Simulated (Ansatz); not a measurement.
# Copper, beta-Sn type under PBEsol: structure, energy and stiffness, part 2 of 2

Aim: take copper in the beta-Sn type structure, relax it, solve it on a dense k-mesh, then scale the cell to 7 volumes from 88 to 112 % of the relaxed one and try a fit of the equation of state. Spin polarisation is left out. The k-meshes are 14×14×10 for the relaxation; 26×26×13 for the dense run; 18×18×9 for the volumes.

Ansatz 0.2.0; DFT, PBEsol, plane waves (420 eV) with PAW, scalar-relativistic. Earlier steps stand in the parts before.

## Step 3: Dense single point

The input, input.yaml:

```yaml
crystal:
  lattice:
    - [-1.693663198, 1.3946819531, 1.2420562461]
    - [1.3946819531, -1.693663198, 1.2420562461]
    - [3.1693555322, 3.1693555322, -1.7896409436]
  atoms:
    - { symbol: Cu, position: [0.9586026563, 0.0413973437, 0.0] }
    - { symbol: Cu, position: [0.7913973437, 0.2086026563, 0.5] }
hamiltonian:
  xc: pbesol
  pseudopotentials:
    kind: paw
    azcp:
      Cu: "pseudopotentials/Cu.paw.azcp"
basis:
  ecutwfc: 420
  fft_grid_basis: typed
kpoints:
  mp_grid: { grid: [26, 26, 13], shift: [0, 0, 0] }
magnetization:
  spin_polarized: false
scf:
  occupations: { method: fermi_dirac, width: 0.1 }
```

Command:

```bash
$ ansatz run input.yaml --threads 2 --pin off --max-ram 5120MiB --backend cpu --events-out ev --progress --plain --runs-dir out
```

Log (excerpt; [...] marks lines left out):

```text
Warning: <dir> the record states the generating functional pbe (its physics header spells it `PBE`), which answers neither for hamiltonian.xc's functional nor for the pbesol family's — results may be inconsistent (PPs are generated against a specific XC)
Warning: RAYON_NUM_THREADS=2 ignored (pool sized by the plan → 2); use --threads N
[...]
Pseudopotentials: kind: paw
Pseudopotential: Cu, paw, valence charge 19, recommended cutoff 420 eV (normal), <dir>
Functional definition: PBEsol
[...]
Crystal: 2 atoms, lattice volume = 22.662 Å³
Basis set: ecut = 420 eV, 451 PW (Γ)
Bands: 23, of which v1, the nominal top of the filled ones, is band 19 counted from 1 (18 counted from 0)
Symmetry: 4 space group operations
Space group: C2/c (ITA 15), of the structure as read, at distance tolerance 2.8e-5 Å
k-points: 2289 of 8788
[...]
SCF iter   1: F=—  HF=-13177.551835 eV  |F-HF|=—  |Δ(HF+E_count)|=         —  Δρ=2.22e-2  dr2=5.76e-2  ethr=1.77e-3  ⟨swp⟩=4.9  Hψ=192652  notcnv=0
[...]
SCF iter   6: F=-13177.538796 eV  HF=-13177.538796 eV  |F-HF|=1.82e-11  |Δ(HF+E_count)|=   1.20e-8  Δρ=5.64e-7  dr2=3.17e-11  ethr=1.33e-11  ⟨swp⟩=1.0  Hψ=158065  notcnv=0
[...]
SCF converged after 6 iterations
Free energy (F): -13177.538796 eV
[...]
E sigma→0 (E₀):  -13177.528255 eV
Entropy (-TS):   -0.021083 eV (-10.542 meV/atom)
Fermi energy:    17.473514 eV
[...]
```

Wall time 10 s (2 threads of AMD EPYC 9R45 (Zen 5), shared host); peak memory 1.1 GiB.

## Step 4: At 88 % of the relaxed volume

The input, input.yaml:

```yaml
crystal:
  lattice:
    - [-1.6230102956, 1.3365013609, 1.1902425922]
    - [1.3365013609, -1.6230102956, 1.1902425922]
    - [3.0371426062, 3.0371426062, -1.7149842309]
  atoms:
    - { symbol: Cu, position: [0.9586026563, 0.0413973437, 0.0] }
    - { symbol: Cu, position: [0.7913973437, 0.2086026563, 0.5] }
hamiltonian:
  xc: pbesol
  pseudopotentials:
    kind: paw
    azcp:
      Cu: "pseudopotentials/Cu.paw.azcp"
basis:
  ecutwfc: 420
  fft_grid_basis: typed
kpoints:
  mp_grid: { grid: [18, 18, 9], shift: [0, 0, 0] }
magnetization:
  spin_polarized: false
scf:
  occupations: { method: fermi_dirac, width: 0.1 }
  lower_state_search: "off"
output:
  stress: true
```

Command:

```bash
$ ansatz run input.yaml --threads 2 --pin off --max-ram 5120MiB --backend cpu --events-out ev --progress --plain --runs-dir out
```

Log (excerpt; [...] marks lines left out):

```text
Warning: <dir> the record states the generating functional pbe (its physics header spells it `PBE`), which answers neither for hamiltonian.xc's functional nor for the pbesol family's — results may be inconsistent (PPs are generated against a specific XC)
Warning: RAYON_NUM_THREADS=2 ignored (pool sized by the plan → 2); use --threads N
[...]
[... 3 set-up lines as earlier in the session ...]
[...]
Crystal: 2 atoms, lattice volume = 19.943 Å³
Basis set: ecut = 420 eV, 379 PW (Γ)
Bands: 23, of which v1, the nominal top of the filled ones, is band 19 counted from 1 (18 counted from 0)
[... 1 set-up line as earlier in the session ...]
Space group: C2/c (ITA 15), of the structure as read, at distance tolerance 2.7e-5 Å
k-points: 775 of 2916
[...]
SCF iter   1: F=—  HF=-13177.330868 eV  |F-HF|=—  |Δ(HF+E_count)|=         —  Δρ=2.27e-2  dr2=5.13e-2  ethr=1.77e-3  ⟨swp⟩=5.7  Hψ=68034  notcnv=0
[...]
SCF iter   6: F=-13177.319100 eV  HF=-13177.319100 eV  |F-HF|=3.27e-11  |Δ(HF+E_count)|=   4.56e-9  Δρ=3.25e-7  dr2=1.20e-11  ethr=2.52e-11  ⟨swp⟩=4.1  Hψ=62362  notcnv=0
[...]
SCF converged after 6 iterations
Free energy (F): -13177.319100 eV
[...]
E sigma→0 (E₀):  -13177.308187 eV
Entropy (-TS):   -0.021827 eV (-10.913 meV/atom)
Fermi energy:    20.543185 eV
[...]
--- Stress (GPa, compression-positive) ---
       29.351089       0.287693       0.049706
        0.287693      29.351089       0.049706
        0.049706       0.049706      28.886563
  P = ⅓ Tr σ = 29.1962 GPa (291.962 kbar)
```

Run time: 3.9 s. Hardware: 2 threads of AMD EPYC 9R45 (Zen 5), shared host; peak memory 0.59 GiB.

## Step 5: At 92 % of the relaxed volume

input.yaml: that of step 4 with these lines changed.

```diff
@@ -2,5 +2,5 @@
   lattice:
-    - [-1.6230102956, 1.3365013609, 1.1902425922]
-    - [1.3365013609, -1.6230102956, 1.1902425922]
-    - [3.0371426062, 3.0371426062, -1.7149842309]
+    - [-1.6472379018, 1.3564520837, 1.2080100265]
+    - [1.3564520837, -1.6472379018, 1.2080100265]
+    - [3.0824797769, 3.0824797769, -1.7405847847]
   atoms:
```

Command:

```bash
$ ansatz run input.yaml --threads 2 --pin off --max-ram 5120MiB --backend cpu --events-out ev --progress --plain --runs-dir out
```

Log (excerpt; [...] marks lines left out):

```text
Warning: <dir> the record states the generating functional pbe (its physics header spells it `PBE`), which answers neither for hamiltonian.xc's functional nor for the pbesol family's — results may be inconsistent (PPs are generated against a specific XC)
Warning: RAYON_NUM_THREADS=2 ignored (pool sized by the plan → 2); use --threads N
[...]
[... 3 set-up lines as earlier in the session ...]
[...]
Crystal: 2 atoms, lattice volume = 20.849 Å³
Basis set: ecut = 420 eV, 391 PW (Γ)
Bands: 23, of which v1, the nominal top of the filled ones, is band 19 counted from 1 (18 counted from 0)
[... 2 set-up lines as earlier in the session ...]
k-points: 775 of 2916
[...]
SCF iter   1: F=—  HF=-13177.460923 eV  |F-HF|=—  |Δ(HF+E_count)|=         —  Δρ=2.26e-2  dr2=5.38e-2  ethr=1.77e-3  ⟨swp⟩=5.6  Hψ=66922  notcnv=0
[...]
SCF iter   6: F=-13177.448460 eV  HF=-13177.448460 eV  |F-HF|=1.82e-11  |Δ(HF+E_count)|=   9.76e-9  Δρ=3.20e-7  dr2=1.53e-11  ethr=2.88e-11  ⟨swp⟩=2.4  Hψ=60860  notcnv=0
[...]
SCF converged after 6 iterations
Free energy (F): -13177.448460 eV
[...]
E sigma→0 (E₀):  -13177.437214 eV
Entropy (-TS):   -0.022492 eV (-11.246 meV/atom)
Fermi energy:    19.420745 eV
[...]
--- Stress (GPa, compression-positive) ---
       17.158959       0.270000       0.046572
        0.270000      17.158959       0.046572
        0.046572       0.046572      16.752477
  P = ⅓ Tr σ = 17.0235 GPa (170.235 kbar)
```

It took 4 s on 2 threads of AMD EPYC 9R45 (Zen 5), shared host; peak memory 0.59 GiB.

## Step 6: At 96 % of the relaxed volume

input.yaml: that of step 5 with these lines changed.

```diff
@@ -2,5 +2,5 @@
   lattice:
-    - [-1.6472379018, 1.3564520837, 1.2080100265]
-    - [1.3564520837, -1.6472379018, 1.2080100265]
-    - [3.0824797769, 3.0824797769, -1.7405847847]
+    - [-1.6707730515, 1.3758325891, 1.2252696444]
+    - [1.3758325891, -1.6707730515, 1.2252696444]
+    - [3.1265211526, 3.1265211526, -1.7654536416]
   atoms:
@@ -26 +26,5 @@
   stress: true
+  write_density: true
+  write_potential: true
+  elf: true
+  volumetric_format: npy
```

Command:

```bash
$ ansatz run input.yaml --threads 2 --pin off --max-ram 5120MiB --backend cpu --events-out ev --progress --plain --runs-dir out
```

Log (excerpt; [...] marks lines left out):

```text
Warning: <dir> the record states the generating functional pbe (its physics header spells it `PBE`), which answers neither for hamiltonian.xc's functional nor for the pbesol family's — results may be inconsistent (PPs are generated against a specific XC)
Warning: RAYON_NUM_THREADS=2 ignored (pool sized by the plan → 2); use --threads N
[...]
[... 3 set-up lines as earlier in the session ...]
[...]
Crystal: 2 atoms, lattice volume = 21.756 Å³
Basis set: ecut = 420 eV, 391 PW (Γ)
Bands: 23, of which v1, the nominal top of the filled ones, is band 19 counted from 1 (18 counted from 0)
[... 2 set-up lines as earlier in the session ...]
k-points: 775 of 2916
[...]
SCF iter   1: F=—  HF=-13177.529486 eV  |F-HF|=—  |Δ(HF+E_count)|=         —  Δρ=2.24e-2  dr2=5.60e-2  ethr=1.77e-3  ⟨swp⟩=5.4  Hψ=66096  notcnv=0
[...]
SCF iter   6: F=-13177.516638 eV  HF=-13177.516638 eV  |F-HF|=1.46e-11  |Δ(HF+E_count)|=   1.23e-8  Δρ=3.83e-7  dr2=2.01e-11  ethr=2.63e-11  ⟨swp⟩=4.4  Hψ=99825  notcnv=0
[...]
SCF converged after 6 iterations
Free energy (F): -13177.516638 eV
[...]
E sigma→0 (E₀):  -13177.505081 eV
Entropy (-TS):   -0.023116 eV (-11.558 meV/atom)
Fermi energy:    18.395717 eV
[...]
--- Stress (GPa, compression-positive) ---
        7.580753       0.262261       0.044678
        0.262261       7.580753       0.044678
        0.044678       0.044678       7.223023
  P = ⅓ Tr σ = 7.4615 GPa (74.615 kbar)
--- Band table (eV; the first three rows and the last of 775) ---
  k-point 0: bands = ["-94.0360", "-94.0155", "-51.6238", "-51.4986", "-51.4982", "-51.4765", "-51.4759", "-51.4740", "8.3302", "12.8251", "15.1466", "15.2141", "15.2214", "15.4573", "15.4608", "15.7878", "15.7941", "16.6469", "16.6516", "17.0881", "22.5872", "40.4304", "41.2548"]
[...]
```

It took 5.4 s on 2 threads of AMD EPYC 9R45 (Zen 5), shared host; peak memory 0.63 GiB.

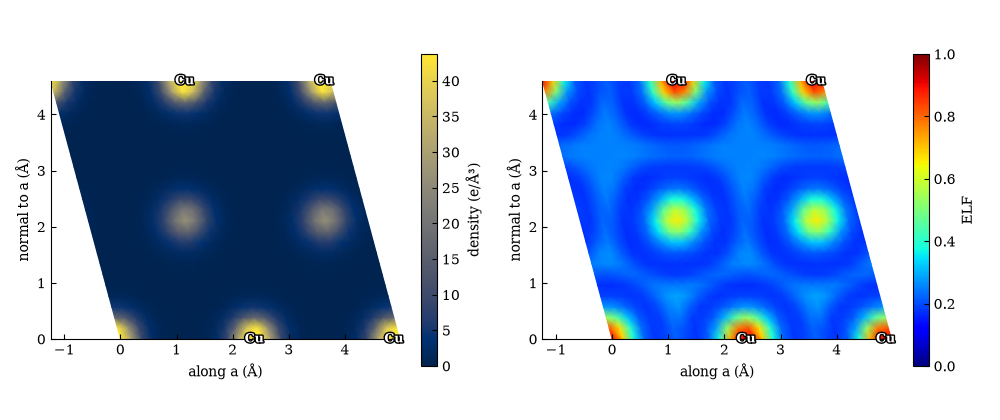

Density (left) and ELF (right) in a lattice plane of the grid's cell (edges 2.49 and 4.76 Å, at 0.041 of the third edge), which holds Cu. Only atoms in the plane are labelled; the density scale stops at 43.77 e/Å³. Both are smooth fields of the valence electrons: close to the nuclei they are not physical.

## Step 7: At 100 % of the relaxed volume

input.yaml: that of step 6 with these lines changed.

```diff
@@ -2,5 +2,5 @@
   lattice:
-    - [-1.6707730515, 1.3758325891, 1.2252696444]
-    - [1.3758325891, -1.6707730515, 1.2252696444]
-    - [3.1265211526, 3.1265211526, -1.7654536416]
+    - [-1.693663198, 1.3946819531, 1.2420562461]
+    - [1.3946819531, -1.693663198, 1.2420562461]
+    - [3.1693555322, 3.1693555322, -1.7896409436]
   atoms:
```

Command:

```bash
$ ansatz run input.yaml --threads 2 --pin off --max-ram 5120MiB --backend cpu --events-out ev --progress --plain --runs-dir out
```

Log (excerpt; [...] marks lines left out):

```text
Warning: <dir> the record states the generating functional pbe (its physics header spells it `PBE`), which answers neither for hamiltonian.xc's functional nor for the pbesol family's — results may be inconsistent (PPs are generated against a specific XC)
Warning: RAYON_NUM_THREADS=2 ignored (pool sized by the plan → 2); use --threads N
[...]
[... 3 set-up lines as earlier in the session ...]
[...]
Crystal: 2 atoms, lattice volume = 22.662 Å³
Basis set: ecut = 420 eV, 451 PW (Γ)
Bands: 23, of which v1, the nominal top of the filled ones, is band 19 counted from 1 (18 counted from 0)
[... 2 set-up lines as earlier in the session ...]
k-points: 775 of 2916
[...]
SCF iter   1: F=—  HF=-13177.549817 eV  |F-HF|=—  |Δ(HF+E_count)|=         —  Δρ=2.22e-2  dr2=5.79e-2  ethr=1.77e-3  ⟨swp⟩=4.9  Hψ=65229  notcnv=0
[...]
SCF iter   6: F=-13177.536735 eV  HF=-13177.536735 eV  |F-HF|=2.00e-11  |Δ(HF+E_count)|=   1.19e-8  Δρ=5.70e-7  dr2=3.24e-11  ethr=1.32e-11  ⟨swp⟩=4.4  Hψ=99022  notcnv=0
[...]
SCF converged after 6 iterations
Free energy (F): -13177.536735 eV
[...]
E sigma→0 (E₀):  -13177.524907 eV
Entropy (-TS):   -0.023655 eV (-11.827 meV/atom)
Fermi energy:    17.456290 eV
[...]
--- Stress (GPa, compression-positive) ---
        0.049674       0.258759       0.044606
        0.258759       0.049674       0.044606
        0.044606       0.044606      -0.272964
  P = ⅓ Tr σ = -0.0579 GPa (-0.579 kbar)
--- Band table (eV; the first three rows and the last of 775) ---
  k-point 0: bands = ["-94.8631", "-94.8461", "-52.4411", "-52.3347", "-52.3345", "-52.3157", "-52.3153", "-52.3133", "7.7231", "12.1401", "14.3493", "14.4138", "14.4207", "14.6411", "14.6444", "14.9515", "14.9576", "15.7590", "15.7633", "16.2796", "21.4316", "39.1648", "39.6820"]
[...]
```

It took 5.3 s on 2 threads of AMD EPYC 9R45 (Zen 5), shared host; peak memory 0.63 GiB.

## Step 8: At 104 % of the relaxed volume

input.yaml: that of step 7 with these lines changed.

```diff
@@ -2,5 +2,5 @@
   lattice:
-    - [-1.693663198, 1.3946819531, 1.2420562461]
-    - [1.3946819531, -1.693663198, 1.2420562461]
-    - [3.1693555322, 3.1693555322, -1.7896409436]
+    - [-1.715950796, 1.4130351362, 1.2584009658]
+    - [1.4130351362, -1.715950796, 1.2584009658]
+    - [3.2110623615, 3.2110623615, -1.8131915515]
   atoms:
@@ -26,5 +26 @@
   stress: true
-  write_density: true
-  write_potential: true
-  elf: true
-  volumetric_format: npy
```

Command:

```bash
$ ansatz run input.yaml --threads 2 --pin off --max-ram 5120MiB --backend cpu --events-out ev --progress --plain --runs-dir out
```

Log (excerpt; [...] marks lines left out):

```text
Warning: <dir> the record states the generating functional pbe (its physics header spells it `PBE`), which answers neither for hamiltonian.xc's functional nor for the pbesol family's — results may be inconsistent (PPs are generated against a specific XC)
Warning: RAYON_NUM_THREADS=2 ignored (pool sized by the plan → 2); use --threads N
[...]
[... 3 set-up lines as earlier in the session ...]
[...]
Crystal: 2 atoms, lattice volume = 23.569 Å³
Basis set: ecut = 420 eV, 463 PW (Γ)
Bands: 23, of which v1, the nominal top of the filled ones, is band 19 counted from 1 (18 counted from 0)
[... 1 set-up line as earlier in the session ...]
Space group: C2/c (ITA 15), of the structure as read, at distance tolerance 2.9e-5 Å
k-points: 775 of 2916
[...]
SCF iter   1: F=—  HF=-13177.532274 eV  |F-HF|=—  |Δ(HF+E_count)|=         —  Δρ=2.20e-2  dr2=5.96e-2  ethr=1.77e-3  ⟨swp⟩=4.7  Hψ=64815  notcnv=0
[...]
SCF iter   6: F=-13177.519017 eV  HF=-13177.519017 eV  |F-HF|=1.46e-11  |Δ(HF+E_count)|=   9.64e-9  Δρ=6.10e-7  dr2=3.23e-11  ethr=1.01e-11  ⟨swp⟩=1.8  Hψ=56688  notcnv=0
[...]
SCF converged after 6 iterations
Free energy (F): -13177.519017 eV
[...]
E sigma→0 (E₀):  -13177.506977 eV
Entropy (-TS):   -0.024079 eV (-12.039 meV/atom)
Fermi energy:    16.592305 eV
[...]
--- Stress (GPa, compression-positive) ---
       -5.868531       0.256089       0.044873
        0.256089      -5.868531       0.044873
        0.044873       0.044873      -6.165990
  P = ⅓ Tr σ = -5.9677 GPa (-59.677 kbar)
```

Run time: 4.2 s. Hardware: 2 threads of AMD EPYC 9R45 (Zen 5), shared host; peak memory 0.62 GiB.

## Step 9: At 108 % of the relaxed volume

input.yaml: that of step 8 with these lines changed.

```diff
@@ -2,5 +2,5 @@
   lattice:
-    - [-1.715950796, 1.4130351362, 1.2584009658]
-    - [1.4130351362, -1.715950796, 1.2584009658]
-    - [3.2110623615, 3.2110623615, -1.8131915515]
+    - [-1.7376739982, 1.4309235559, 1.2743317831]
+    - [1.4309235559, -1.7376739982, 1.2743317831]
+    - [3.2517130359, 3.2517130359, -1.8361457801]
   atoms:
```

Command:

```bash
$ ansatz run input.yaml --threads 2 --pin off --max-ram 5120MiB --backend cpu --events-out ev --progress --plain --runs-dir out
```

Log (excerpt; [...] marks lines left out):

```text
Warning: <dir> the record states the generating functional pbe (its physics header spells it `PBE`), which answers neither for hamiltonian.xc's functional nor for the pbesol family's — results may be inconsistent (PPs are generated against a specific XC)
Warning: RAYON_NUM_THREADS=2 ignored (pool sized by the plan → 2); use --threads N
[...]
[... 3 set-up lines as earlier in the session ...]
[...]
Crystal: 2 atoms, lattice volume = 24.475 Å³
Basis set: ecut = 420 eV, 465 PW (Γ)
Bands: 23, of which v1, the nominal top of the filled ones, is band 19 counted from 1 (18 counted from 0)
[... 2 set-up lines as earlier in the session ...]
k-points: 775 of 2916
[...]
SCF iter   1: F=—  HF=-13177.484987 eV  |F-HF|=—  |Δ(HF+E_count)|=         —  Δρ=2.17e-2  dr2=6.10e-2  ethr=1.77e-3  ⟨swp⟩=4.7  Hψ=64944  notcnv=0
[...]
SCF iter   6: F=-13177.471605 eV  HF=-13177.471605 eV  |F-HF|=3.64e-12  |Δ(HF+E_count)|=   1.50e-8  Δρ=2.69e-7  dr2=1.14e-11  ethr=1.93e-11  ⟨swp⟩=2.1  Hψ=58321  notcnv=0
[...]
SCF converged after 6 iterations
Free energy (F): -13177.471605 eV
[...]
E sigma→0 (E₀):  -13177.459415 eV
Entropy (-TS):   -0.024379 eV (-12.189 meV/atom)
Fermi energy:    15.794982 eV
[...]
--- Stress (GPa, compression-positive) ---
      -10.511110       0.254525       0.045582
        0.254525     -10.511110       0.045582
        0.045582       0.045582     -10.789971
  P = ⅓ Tr σ = -10.6041 GPa (-106.041 kbar)
```

Wall time 4.2 s (2 threads of AMD EPYC 9R45 (Zen 5), shared host); peak memory 0.64 GiB.

## Step 10: At 112 % of the relaxed volume

input.yaml: that of step 9 with these lines changed.

```diff
@@ -2,5 +2,5 @@
   lattice:
-    - [-1.7376739982, 1.4309235559, 1.2743317831]
-    - [1.4309235559, -1.7376739982, 1.2743317831]
-    - [3.2517130359, 3.2517130359, -1.8361457801]
+    - [-1.7588672333, 1.4483755631, 1.2898739464]
+    - [1.4483755631, -1.7588672333, 1.2898739464]
+    - [3.2913719815, 3.2913719815, -1.8585400089]
   atoms:
```

Command:

```bash
$ ansatz run input.yaml --threads 2 --pin off --max-ram 5120MiB --backend cpu --events-out ev --progress --plain --runs-dir out
```

Log (excerpt; [...] marks lines left out):

```text
Warning: <dir> the record states the generating functional pbe (its physics header spells it `PBE`), which answers neither for hamiltonian.xc's functional nor for the pbesol family's — results may be inconsistent (PPs are generated against a specific XC)
Warning: RAYON_NUM_THREADS=2 ignored (pool sized by the plan → 2); use --threads N
[...]
[... 3 set-up lines as earlier in the session ...]
[...]
Crystal: 2 atoms, lattice volume = 25.382 Å³
Basis set: ecut = 420 eV, 525 PW (Γ)
Bands: 23, of which v1, the nominal top of the filled ones, is band 19 counted from 1 (18 counted from 0)
[... 2 set-up lines as earlier in the session ...]
k-points: 775 of 2916
[...]
SCF iter   1: F=—  HF=-13177.414441 eV  |F-HF|=—  |Δ(HF+E_count)|=         —  Δρ=2.15e-2  dr2=6.26e-2  ethr=1.77e-3  ⟨swp⟩=4.6  Hψ=64917  notcnv=0
[...]
SCF iter   6: F=-13177.400932 eV  HF=-13177.400932 eV  |F-HF|=1.09e-11  |Δ(HF+E_count)|=   1.53e-8  Δρ=2.80e-7  dr2=1.39e-11  ethr=2.07e-11  ⟨swp⟩=2.2  Hψ=58571  notcnv=0
[...]
SCF converged after 6 iterations
Free energy (F): -13177.400932 eV
[...]
E sigma→0 (E₀):  -13177.388646 eV
Entropy (-TS):   -0.024571 eV (-12.285 meV/atom)
Fermi energy:    15.056782 eV
[...]
--- Stress (GPa, compression-positive) ---
      -14.141991       0.253122       0.045940
        0.253122     -14.141991       0.045940
        0.045940       0.045940     -14.403910
  P = ⅓ Tr σ = -14.2293 GPa (-142.293 kbar)
```

Wall time 4.4 s (2 threads of AMD EPYC 9R45 (Zen 5), shared host); peak memory 0.64 GiB.

## Step 11: Fitting the volumes

All volumes keep the relaxed shape and fractional coordinates.

| V (Å³/atom) | E − E₀ (meV/atom) | P from the stress (GPa) | P from the fit (GPa) |
| --- | --- | --- | --- |
| 9.971 | 108.4 | 29.20 | 29.16 |
| 10.425 | 43.8 | 17.02 | 16.96 |
| 10.878 | 9.9 | 7.46 | 7.40 |
| 11.331 | 0.0 | -0.06 | -0.10 |
| 11.784 | 9.0 | -5.97 | -5.99 |
| 12.238 | 32.7 | -10.60 | -10.63 |
| 12.691 | 68.1 | -14.23 | -14.25 |

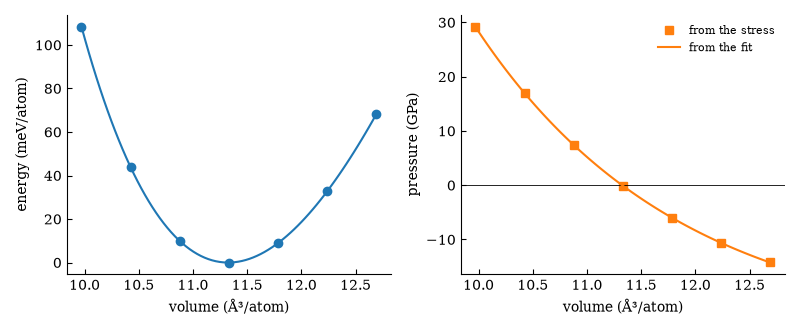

Energy and pressure against volume; the lines are the Birch-Murnaghan fit.

A third-order Birch-Murnaghan fit gives V₀ = 11.324 Å³/atom, B₀ = 166 GPa and B₀′ = 5.0; it misses no point by more than 0.01 meV/atom.

## Step 12: Results

This closing draws on all 2 parts.

| quantity | value |
| --- | --- |
| space group (spins left aside) | P6_3/mmc (No. 194) |
| conventional cell | a = 2.521 Å, c = 4.118 Å (c/a = 1.634) |
| volume | 11.331 Å³/atom |
| shortest distance | 2.520 Å |
| gap on the mesh | none (levels filled in part) |
| relative to fcc | +8 meV/atom |
| V₀, B₀, B₀′ | 11.324 Å³/atom, 166 GPa, 5.0 |

From the guessed start the volume shrank by 8.6 % in 30 steps. What began as beta-Sn type has relaxed into hcp. What follows belongs to that structure, not to the type named at the start. The mesh has less symmetry than the lattice, which may have let the distortion in. It lies 8 meV/atom above the element's reference form at the same level (fcc, from a run of its own). No gap shows: it is a metal or semimetal at this level. The fitted modulus is 166 GPa; letting shape and positions relax at each volume could only lower it.
